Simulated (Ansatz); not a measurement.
**CH4FSi (SMILES C[SiH]F): the energy, rung by rung**

The species is CH4FSi (7 atoms), meant as a doublet with charge 0. As SMILES, `C[SiH]F`. The shape was relaxed beforehand at wB97X-V/def2-SVP.

```csv
atom,x (Å),y (Å),z (Å)
C,-0.6533,0.3916,-0.3022
Si,0.9278,-0.5987,-0.1079
F,0.6407,-1.8362,0.9242
H,-1.4565,-0.2072,-0.7601
H,-0.4730,1.2742,-0.9383
H,-1.0011,0.7394,0.6864
H,2.0157,0.2369,0.4980
```

Each level gives the adiabatic ionisation energy (to the singlet cation, shapes relaxed at wB97X-V/def2-SVP, no zero-point term) (eV). The values are calculated.

```
              level                    kind  program  value (eV)  less CCSD(T)/def2-TZVP  CPU time (all runs)
      UHF/def2-TZVP            Hartree–Fock   Ansatz        7.00                   -0.27                1.8 s
   USVWN5/def2-TZVP                     LDA   Ansatz        7.30                   +0.03                2.3 s
     UPBE/def2-TZVP                     GGA   Ansatz        7.35                   +0.08                4.2 s
 U-r2SCAN/def2-TZVP                meta-GGA   Ansatz        7.46                   +0.19                  9 s
   UB3LYP/def2-TZVP           global hybrid   Ansatz        7.41                   +0.14                4.9 s
 UPBE0-D4/def2-TZVP           global hybrid   Ansatz        7.43                   +0.16                4.8 s
U-wB97M-V/def2-TZVP  range-separated hybrid   Ansatz        7.19                   -0.08                 19 s
  UB2PLYP/def2-TZVP           double hybrid   Ansatz        7.28                   +0.01                7.7 s
  RPA@PBE/def2-TZVP                     RPA   Ansatz        7.56                   +0.29                7.7 s
 UCCSD(T)/def2-TZVP   coupled cluster or CI   Ansatz        7.27                    0.00                 52 s
```

Differences are taken from UCCSD(T)/def2-TZVP for orientation; it has basis-set and higher-order errors of its own. The values span 7.00 to 7.56 eV. CPU times are rough (shared hosts, several kinds of processor and program).

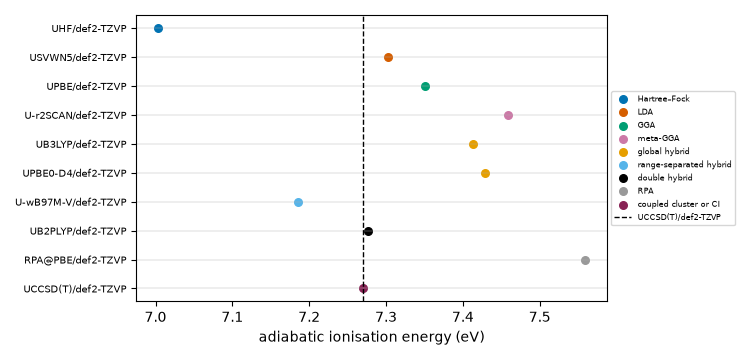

The values of the table, level by level.
